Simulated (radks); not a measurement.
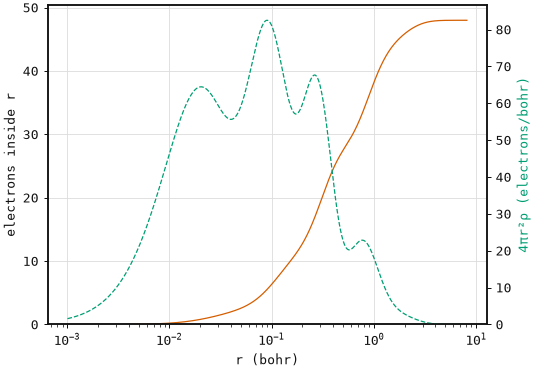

The Sn²⁺ ion; electrons: [Ar] 3d10 4s2 4p5 4d10 5s2 5p1. All numbers are computed, not measured: scalar-relativistic Kohn-Sham, AM05, spin-unpolarised, spherical densities, finite nucleus (the in-house radial solver radks).

The plot shows the number of electrons inside radius r (solid) and the radial density 4πr²ρ (dashed).

Question: Describe it and give its main numbers.

Answer: The count levels off at 48 electrons. Half of them lie within 0.387 bohr, 90 % within 1.42 bohr and 99 % within 3.02 bohr. The radial density has minima at 0.0398, 0.174 and 0.577 bohr, where the count stands at 2.0, 11.2 and 29.1; these part the shells that the density resolves.
